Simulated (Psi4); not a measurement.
**UDSD-PBEP86/def2-SVPD (density fitting for correlation) run of GaHClO (SMILES [O][GaH][Cl])**

What is the vertical electron affinity of GaHClO at UDSD-PBEP86/def2-SVPD (density fitting for correlation)? 

Program for the calculation: Psi4 1.11.

## 1. The molecule

GaHClO has 4 atoms, charge 0, and is taken as a doublet. SMILES: `[O][GaH][Cl]`. The shape is that of a PBE0-D4/def2-TZVP optimisation.

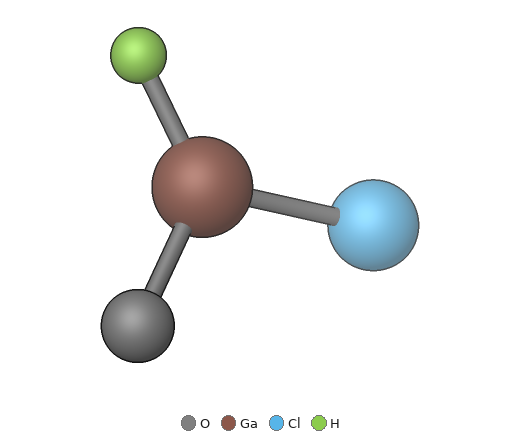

Viewed from a chosen angle; oxygen grey, gallium brown, chlorine blue, hydrogen green.

## 2. The energy at UDSD-PBEP86/def2-SVPD (density fitting for correlation)

clgaho.inp

```
memory 2200 mb

molecule system {
  0 2
  O     -1.739800    -0.117700    -0.212200
  Ga     0.030900     0.144300    -0.061200
  Cl     1.050700    -1.557300     0.708800
  H      0.713700     1.470500    -0.455700
  symmetry c1
}

set globals {
  basis                def2-SVPD
  reference            uks
  puream               true
  e_convergence        1e-09
  d_convergence        1e-08
  scf_type             pk
  dft_radial_points    99
  dft_spherical_points 590
  num_frozen_docc      15
  maxiter              100
}

energy_value, wavefunction = energy("dsd-pbep86", return_wfn=True)
```

On the command line:

```console
$ psi4 -i clgaho.inp -o clgaho.out -n 1
```

clgaho.out:

```text
[...]
  Running in c1 symmetry.
[...]
  Nuclear repulsion =  240.936454910321658
[...]
  Multiplicity = 2
[...]
  Nalpha       = 29
  Nbeta        = 28
[...]
    Number of basis functions: 96
[...]
   @UKS iter   1: -2457.02136207265903   -2.46156e+00   2.55762e-02 ADIIS/DIIS
[...]
   @UKS iter  23: -2458.88882588804154   -1.00044e-10   9.22008e-09 DIIS
[...]
   @S^2 Observed:                7.570484799E-01
[...]
    Orbital Energies [Eh]
    ---------------------
    Alpha Occupied:
       1A   -376.660753     2A   -103.655023     3A    -47.430623
       4A    -41.914011     5A    -41.910903     6A    -41.909851
       7A    -20.128361     8A    -10.189525     9A     -7.761041
      10A     -7.757673    11A     -7.757275    12A     -6.149847
      13A     -4.313246    14A     -4.308125    15A     -4.305327
      16A     -1.223485    17A     -1.145619    18A     -1.139554
      19A     -1.136191    20A     -1.135992    21A     -1.112300
      22A     -0.994624    23A     -0.588787    24A     -0.575959
      25A     -0.496046    26A     -0.487653    27A     -0.460048
      28A     -0.435512    29A     -0.424245
    Alpha Virtual:
[...]
  @UKS Final Energy: -2458.88882588804154
   => Energetics <=
    Nuclear Repulsion Energy =            240.9364549103216575
    One-Electron Energy =               -3903.0541298918656139
    Two-Electron Energy =                1235.0512197587277115
    DFT Exchange-Correlation Energy =     -31.8223706652249518
    Empirical Dispersion Energy =           0.0000000000000000
    VV10 Nonlocal Energy =                  0.0000000000000000
    Total Energy =                      -2458.8888258880410831
[...]
 Multipole Moments:
 ------------------------------------------------------------------------------------
     Multipole            Electronic (a.u.)      Nuclear  (a.u.)        Total (a.u.)
 ------------------------------------------------------------------------------------
 L = 1.  Multiply by 2.5417464519 to convert [e a0] to [Debye]
 Dipole X            :          0.3489456            0.1307370            0.4796826
 Dipole Y            :          1.2812784           -0.5616012            0.7196772
 Dipole Z            :         -0.4222044            0.2243643           -0.1978401
 Magnitude           :                                                    0.8872268
[...]
```

Wall time 27 s (1 thread of AMD EPYC 7R43 (Zen 3), shared host); peak memory 0.9 GiB.

## 3. The singlet anion, same level

job.json

```json
{
  "schema_name": "qcschema_input",
  "schema_version": 1,
  "molecule": {
    "schema_name": "qcschema_molecule",
    "schema_version": 2,
    "symbols": ["O", "Ga", "Cl", "H"],
    "geometry": [-3.28774551, -0.22242076, -0.40099988, 0.05839254, 0.27268748, -0.11565124, 1.98553524, -2.94287049, 1.33943788, 1.34869754, 2.77884227, -0.86114819],
    "molecular_charge": -1,
    "molecular_multiplicity": 1,
    "fix_symmetry": "c1"
  },
  "driver": "energy",
  "model": {
    "method": "dsd-pbep86",
    "basis": "def2-SVPD"
  },
  "keywords": {
    "puream": true,
    "e_convergence": 1e-09,
    "d_convergence": 1e-08,
    "scf_type": "pk",
    "dft_radial_points": 99,
    "dft_spherical_points": 590,
    "num_frozen_docc": 15
  }
}
```

On the command line:

```console
$ psi4 --qcschema job.json -n 1 --memory 2200MB
```

stdout:

```text
[...]
  Running in c1 symmetry.
[...]
  Nuclear repulsion =  240.936455086215517
[...]
  Multiplicity = 1
[...]
  Nalpha       = 29
  Nbeta        = 29
[...]
    Number of basis functions: 96
[...]
   @RKS iter   1: -2457.29928811801938   -2.73949e+00   2.53313e-02 ADIIS/DIIS
[...]
   @RKS iter  14: -2458.94313867719393   -6.36646e-12   5.28882e-09 DIIS
[...]
    Orbital Energies [Eh]
    ---------------------
    Doubly Occupied:
       1A   -376.414595     2A   -103.465751     3A    -47.184730
       4A    -41.668313     5A    -41.665152     6A    -41.663468
       7A    -19.770022     8A    -10.001389     9A     -7.572410
      10A     -7.569899    11A     -7.569443    12A     -5.903972
      13A     -4.067631    14A     -4.063024    15A     -4.057437
      16A     -0.905584    17A     -0.905134    18A     -0.894245
      19A     -0.890886    20A     -0.888983    21A     -0.809745
      22A     -0.774985    23A     -0.364226    24A     -0.278193
      25A     -0.259036    26A     -0.250344    27A     -0.159962
      28A     -0.118529    29A     -0.116431
[...]
  @RKS Final Energy: -2458.94313867719393
   => Energetics <=
    Nuclear Repulsion Energy =            240.9364550862155170
    One-Electron Energy =               -3916.7887223073134919
    Two-Electron Energy =                1248.8061663351618336
    DFT Exchange-Correlation Energy =     -31.8970377912574641
    Empirical Dispersion Energy =           0.0000000000000000
    VV10 Nonlocal Energy =                  0.0000000000000000
    Total Energy =                      -2458.9431386771934740
[...]
 Multipole Moments:
 ------------------------------------------------------------------------------------
     Multipole            Electronic (a.u.)      Nuclear  (a.u.)        Total (a.u.)
 ------------------------------------------------------------------------------------
 L = 1.  Multiply by 2.5417464519 to convert [e a0] to [Debye]
 Dipole X            :          2.1413975            0.1307370            2.2721345
 Dipole Y            :          0.8271812           -0.5616012            0.2655800
 Dipole Z            :         -0.0041911            0.2243643            0.2201732
 Magnitude           :                                                    2.2981741
[...]
```

The result, in JSON:

```text
{
 "driver": "energy",
 "model": {
  "method": "dsd-pbep86",
  "basis": "def2-SVPD"
 },
 "success": true,
 "return_result": -2459.260099763749,
 "properties": {
  "calcinfo_nbasis": 96,
  "calcinfo_nmo": 96,
  "calcinfo_nalpha": 29,
  "calcinfo_nbeta": 29,
  "calcinfo_natom": 4,
  "nuclear_repulsion_energy": 240.93645508621552,
  "return_energy": -2459.260099763749,
  "scf_one_electron_energy": -3916.7887223073135,
  "scf_two_electron_energy": 1248.8061663351618,
  "scf_xc_energy": -31.897037791257464,
  "scf_dipole_moment": [2.272134501039485, 0.2655799760096089, 0.22017316637614137],
  "scf_total_energy": -2458.943138677194,
  "scf_iterations": 14
 }
}
```

Wall time 12 s (1 thread of AMD EPYC 7R43 (Zen 3), shared host); peak memory 0.89 GiB.

## 4. What came out

At UDSD-PBEP86/def2-SVPD (density fitting for correlation), 15 core orbitals frozen:

| quantity | value |
| --- | --- |
| doublet GaHClO: total energy | -2459.15341 Eh |
| doublet GaHClO: HOMO energy (SCF part's orbitals) (highest over α and β) | -11.41 eV |
| doublet GaHClO: LUMO energy (SCF part's orbitals) (lowest over α and β) | -0.66 eV |
| doublet GaHClO: ⟨S²⟩ | 0.757 |
| singlet anion: total energy | -2459.26010 Eh |
| singlet anion: HOMO energy (SCF part's orbitals) | -3.17 eV |
| singlet anion: LUMO energy (SCF part's orbitals) | 4.58 eV |
| singlet anion: HOMO–LUMO gap (to an unbound level, set by the basis) | 7.74 eV |
| vertical electron affinity (to the singlet anion) | 2.903 eV |

**Reading.** At fixed nuclei the extra electron is bound by 2.90 eV (67 kcal/mol).
